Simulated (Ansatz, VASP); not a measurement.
# CdCuCl3: VASP beside Ansatz, part 2 of 2

Wanted: the spread between two codes on one cell, functional and k mesh. The cell is invented: As first built, before any earlier steps moved the atoms (in the runner's words): it takes the CsCdCl3 structure with some of its atoms replaced by other elements, volume scaled by an estimate. It may not be a known or stable phase. The cell is taken from a series of VASP runs on this material, whose earlier steps may have relaxed, scaled or displaced it; both programs get it as it stands. Valence electrons are named where the data sets of a main pair hold unlike numbers.

VASP 6.6.1 and Ansatz 0.2.0.

So far: Set-up; VASP: relaxation of cell and atoms, r2SCAN; Ansatz: relaxation of cell and atoms, r2SCAN.

## 4. Differences

Known differences besides the potentials themselves: VASP keeps PBE cores, Ansatz makes them for the functional; both relaxations stop at a tolerance, which leaves soft axes loose, and VASP keeps its plane-wave basis; the data sets hold 60 valence electrons in Ansatz (on its default PAW (the set named soft_2) files) and 44 in VASP; the cutoff is 500 eV in Ansatz and 400 eV in VASP; Ansatz adds a Pulay correction to the stress that steers its cell, VASP none. Total energies have different zeros and are not compared.

The two programs side by side:

```csv
quantity,Ansatz,VASP,difference
volume (Å³),132.64,132.13,+0.39 %
"edge a after relaxation, in the typed setting (Å)",5.100,5.093,+0.13 %
```

The walks stopped with -0.03 GPa left in Ansatz and 0.00 GPa in VASP; each walk ends within a tolerance, so the volume difference is uncertain by about these residues over the bulk modulus, most in soft cells.

## 5. Ansatz: band structure, HSE06

Levels along a path test the potential and the projectors away from the mesh points.

The cell is taken from a series of VASP runs on this material, whose earlier steps may have relaxed, scaled or displaced it; both programs get it as it stands.

File input.yaml:

```yaml
crystal:
  lattice:
    - [5.093326194, 0.0, 0.0]
    - [0.0, 5.093326194, 0.0]
    - [0.0, 0.0, 5.093326194]
  atoms:
    - { symbol: Cd, position: [0.5, 0.5, 0.5] }
    - { symbol: Cu, position: [0.0, 0.0, 0.0] }
    - { symbol: Cl, position: [0.0, 0.5, 0.5] }
    - { symbol: Cl, position: [0.5, 0.0, 0.5] }
    - { symbol: Cl, position: [0.5, 0.5, 0.0] }
hamiltonian:
  xc: { exchange: pbe, correlation: pbe, exx: { coeff: 0.25, omega: 0.2 } }
  pseudopotentials: { kind: paw }
kpoints:
  mp_grid: { grid: [3, 3, 3] }
  band_path:
    path:
      - [0.0, 0.0, 0.0]
      - [0.0, 0.3, 0.0]
      - [0.0, 0.5, 0.0]
      - [0.3, 0.5, 0.0]
      - [0.5, 0.5, 0.0]
      - [0.2, 0.2, 0.0]
      - [0.1, 0.1, 0.1]
      - [0.4, 0.4, 0.4]
      - [0.5, 0.5, 0.5]
      - [0.4, 0.5, 0.4]
      - [0.1, 0.5, 0.1]
      - [0.5, 0.5, 0.1]
      - [0.5, 0.5, 0.5]
    npoints: 1
scf:
  occupations: { method: gaussian, width: 0.05 }
  n_extra_bands: 8
output:
  forces: true
  stress: true
  eigenvalues: true
```

Started as:

```console
> ansatz run input.yaml --threads 4 --pin off --max-ram 9216MiB --backend cpu --events-out ev --progress --plain --runs-dir out
```

Numbers of over 12 decimals in the logs are rounded to 6 here.

Log:

```text
[...]
P = ⅓ Tr σ = 0.9810 GPa (9.810 kbar)
--- Band table (eV) ---
  k-point 0: bands = [... 26 lower, 1.4224, 1.5552, 1.5552, 1.5552, 4.9558, 6.0101, 11.9543, 11.9543, ... 4 higher]
  k-point 1: bands = [... 26 lower, 1.4294, 1.6812, 1.7466, 1.7466, 5.9051, 7.8762, 9.6259, 11.1876, ... 4 higher]
  k-point 2: bands = [... 26 lower, 1.6859, 1.7039, 1.8491, 2.1260, 6.2452, 9.0200, 9.9396, 10.4304, ... 4 higher]
  k-point 3: bands = [... 26 lower, 1.7034, 1.9102, 2.1398, 2.1398, 5.8953, 9.4374, 10.1690, 11.0145, ... 4 higher]
[key lines of the parts left out:]
Free energy (F): -18125.032012 eV
Fermi energy:    3.549064 eV
```

Elapsed: 53 s, on 4 threads of Arm Neoverse V2, shared host; peak memory 1.2 GiB; 3.2 min of CPU time.

## 6. VASP: band structure, HSE06

The same cell, functional, mesh and smearing now go to VASP, with its own data sets.

The run reads the wave functions of an earlier VASP run, which isn't shown here.

File INCAR:

```
SYSTEM = CdCuCl3
PREC = Accurate
ENCUT = 400
EDIFF = 1E-06
NELM = 100
ISMEAR = 0
SIGMA = 0.05
LREAL = .FALSE.
ALGO = Normal
LHFCALC = .TRUE.
AEXX = 0.25
GGA = PE
HFSCREEN = 0.2
LASPH = .TRUE.
NBANDS = 28
PRECFOCK = Fast
LORBIT = 11
LWAVE = .FALSE.
LCHARG = .FALSE.
KPAR = 2
```

File POSCAR:

```
CdCuCl3
1.0
    5.0933261940      0.0000000000      0.0000000000
    0.0000000000      5.0933261940      0.0000000000
    0.0000000000      0.0000000000      5.0933261940
Cd Cu Cl
1 1 3
Direct
    0.5000000000      0.5000000000      0.5000000000
    0.0000000000      0.0000000000      0.0000000000
    0.0000000000      0.5000000000      0.5000000000
    0.5000000000      0.0000000000      0.5000000000
    0.5000000000      0.5000000000      0.0000000000
```

File KPOINTS:

```
Automatic mesh
0
Gamma
3 3 3
0 0 0
```

File KPOINTS_OPT:

```
Line mode
6
Line-mode
Reciprocal
  0.00000000   0.00000000   0.00000000 GAMMA
  0.00000000   0.50000000   0.00000000 X

  0.00000000   0.50000000   0.00000000 X
  0.50000000   0.50000000   0.00000000 M

  0.50000000   0.50000000   0.00000000 M
  0.00000000   0.00000000   0.00000000 GAMMA

  0.00000000   0.00000000   0.00000000 GAMMA
  0.50000000   0.50000000   0.50000000 R

  0.50000000   0.50000000   0.50000000 R
  0.00000000   0.50000000   0.00000000 X

  0.50000000   0.50000000   0.00000000 M
  0.50000000   0.50000000   0.50000000 R
```

PAW data sets: Cd, Cu and Cl (PBE family, release 64).

Started as:

```console
> mpirun -np 2 vasp_std
```

Log:

```text
[banner, memory and clock lines left out]
running    2 mpi-ranks, on    1 nodes
[...]
LDA part: xc-table for (Slater+PW92), standard interpolation
 found WAVECAR, reading the header
 POSCAR, INCAR and KPOINTS ok, starting setup
[...]
reading WAVECAR
 the WAVECAR file was read successfully
 initial charge from wavefunction
 entering main loop
       N       E                     dE             d eps       ncg     rms          rms(c)
DAV:   1    -0.148710524502E+02   -0.14871E+02   -0.14482E+00   252   0.173E+01    0.232E+00
DAV:   2    -0.148367001134E+02    0.34352E-01   -0.37783E-01   244   0.127E+01    0.121E+00
DAV:   3    -0.148415191980E+02   -0.48191E-02   -0.52712E-02   300   0.203E+00    0.738E-01
DAV:   4    -0.148407794782E+02    0.73972E-03   -0.19666E-03   256   0.141E+00    0.445E-01
[...]
DAV:   8    -0.148406401138E+02    0.47977E-05   -0.80002E-06   280   0.545E-02    0.564E-02
DAV:   9    -0.148406390493E+02    0.10645E-05   -0.46880E-06   248   0.340E-02    0.335E-02
DAV:  10    -0.148406390369E+02    0.12342E-07   -0.17200E-06   192   0.194E-02
   1 F= -.14840639E+02 E0= -.14840639E+02  d E =-.169446E-10
 Start KPOINTS_OPT (optional k-point list driver)
k-point batch [1-4\36]
       N       E                     dE             ncg
DAV:   1     0.827387459180E+03   -0.24944E+03      224
DAV:   2    -0.750237687622E+03   -0.15776E+04      248
DAV:   3    -0.968139188227E+03   -0.21790E+03      264
DAV:   4    -0.982005619146E+03   -0.13866E+02      280
DAV:   5    -0.982379903982E+03   -0.37428E+00      304
DAV:   6    -0.982389882050E+03   -0.99781E-02      276
DAV:   7    -0.982390197911E+03   -0.31586E-03      324
DAV:   8    -0.982390205629E+03   -0.77179E-05      216
DAV:   9    -0.982390205750E+03   -0.12108E-06      168
[...]
k-point batch [33-36\36]
       N       E                     dE             ncg
DAV:   1     0.789269584846E+03   -0.37502E+04      224
DAV:   2    -0.745337705088E+03   -0.15346E+04      232
DAV:   3    -0.958721714180E+03   -0.21338E+03      296
DAV:   4    -0.974313494101E+03   -0.15592E+02      260
DAV:   5    -0.974680482532E+03   -0.36699E+00      320
DAV:   6    -0.974696680923E+03   -0.16198E-01      316
DAV:   7    -0.974697090567E+03   -0.40964E-03      320
DAV:   8    -0.974697097451E+03   -0.68842E-05      248
DAV:   9    -0.974697097632E+03   -0.18122E-06      224
```

Parts of OUTCAR (step 6):

```text
 POSITION                                       TOTAL-FORCE (eV/Angst)
 -----------------------------------------------------------------------------------
      2.54666      2.54666      2.54666         0.000000      0.000000      0.000000
      0.00000      0.00000      0.00000         0.000000      0.000000      0.000000
      0.00000      2.54666      2.54666         0.000000      0.000000      0.000000
      2.54666      0.00000      2.54666         0.000000      0.000000      0.000000
      2.54666      2.54666      0.00000         0.000000      0.000000      0.000000
 -----------------------------------------------------------------------------------
    total drift:                                0.000010     -0.000014     -0.000000

  FREE ENERGIE OF THE ION-ELECTRON SYSTEM (eV)
  ---------------------------------------------------
  free  energy   TOTEN  =       -14.8406390369 eV

  energy  without entropy=      -14.8406390369  energy(sigma->0) =      -14.84063904

[... 3 further parts left out ...]
[key lines of the parts left out:]
E-fermi :  -1.0366
```

The k-mesh is coarse for exact exchange; levels may shift by about 0.1 eV on a finer one. Spin-orbit coupling is off here; it would split degenerate levels.

## 7. Differences

What differs besides the data sets and the points named for the pairs above, as far as they apply: exact exchange at q = 0 is treated differently, which shows on coarse meshes; the data sets hold 60 valence electrons in Ansatz (on its default PAW (the set named soft_2) files) and 44 in VASP; the cutoff is 420 eV in Ansatz and 400 eV in VASP; VASP takes a coarser grid for exact exchange (PRECFOCK = Fast). Total energies have different zeros and are not compared.

Both answers:

```csv
quantity,Ansatz,VASP,difference
gap over the path points (eV),2.362,2.318,+0.043
```

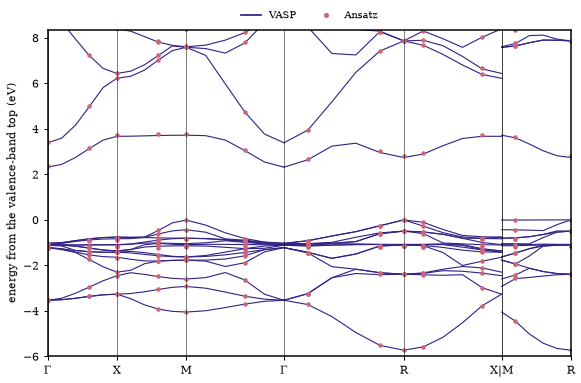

Bands from VASP (lines) and levels from Ansatz (dots). Dots without a line are higher empty bands that the VASP plot leaves out.

Levels at points of the path, from each program's valence-band top (eV; 4 filled, then empty):

```csv
k (reciprocal lattice),Ansatz,VASP
0.000 0.000 0.000,-1.17 -1.04 -1.04 -1.04 2.36 3.42 9.36,-1.10 -1.03 -1.03 -1.03 2.32 3.39 9.37
0.000 0.300 0.000,-1.17 -0.93 -0.87 -0.87 3.18 4.99 7.25,-1.10 -0.88 -0.83 -0.83 3.13 4.97 7.22
0.000 0.500 0.000,-1.16 -0.88 -0.80 -0.80 3.72 6.24 6.46,-1.09 -0.83 -0.76 -0.76 3.67 6.22 6.44
0.300 0.500 0.000,-0.94 -0.84 -0.62 -0.46 3.75 7.04 7.24,-0.89 -0.79 -0.62 -0.46 3.71 7.03 7.23
0.500 0.500 0.000,-0.85 -0.85 -0.43 -0.01 3.77 7.61 7.61,-0.81 -0.81 -0.43 -0.01 3.72 7.58 7.58
0.200 0.200 0.000,-0.99 -0.98 -0.94 -0.82 3.09 4.76 7.80,-0.95 -0.93 -0.89 -0.82 3.04 4.74 7.77
0.100 0.100 0.100,-1.08 -1.08 -0.94 -0.94 2.69 3.97 8.50,-1.04 -1.04 -0.92 -0.92 2.64 3.95 8.47
0.400 0.400 0.400,-0.61 -0.56 -0.26 -0.26 3.01 7.42 8.27,-0.61 -0.57 -0.26 -0.26 2.96 7.42 8.27
0.500 0.500 0.500,-0.48 -0.48 0.00 0.00 2.79 7.86 7.86,-0.49 -0.49 0.00 0.00 2.74 7.87 7.87
0.400 0.500 0.400,-0.53 -0.52 -0.27 -0.11 2.94 7.67 7.89,-0.53 -0.53 -0.27 -0.11 2.89 7.67 7.89
```

Among the levels compared at these points, filled levels agree within 70 meV and empty ones within 48 meV.

## 8. Results

```json
{"difference in volume (relaxation of cell and atoms, r2SCAN)": "0.39 %", "largest difference of a filled level at the path points (band structure, HSE06)": "70 meV", "difference in gap over the path points (band structure, HSE06)": "0.043 eV"}
```

The largest difference of a filled level at the path points is 70 meV (band structure, HSE06), within the 80 meV picked in this series as the mark of a large difference. The data sets hold unlike numbers of valence electrons (60 in Ansatz and 44 in VASP), so part of the differences comes from the potentials. Such differences can come from data sets, numerical settings and the points named under the comparisons, not from the functional's error against experiment.

[Lines on the potential files, build, host, timing and source positions are cut from VASP's logs without a mark.]

[Logs are printed without paths, hosts, clocks, repeated set-up lines and the standing remarks that a program may print on its own settings, such as how far it seeks lower states.]

[Hosts, paths, dates, database ids (printed as entryN), source tags and the programs' standing remarks are cut or masked in the printed files.]
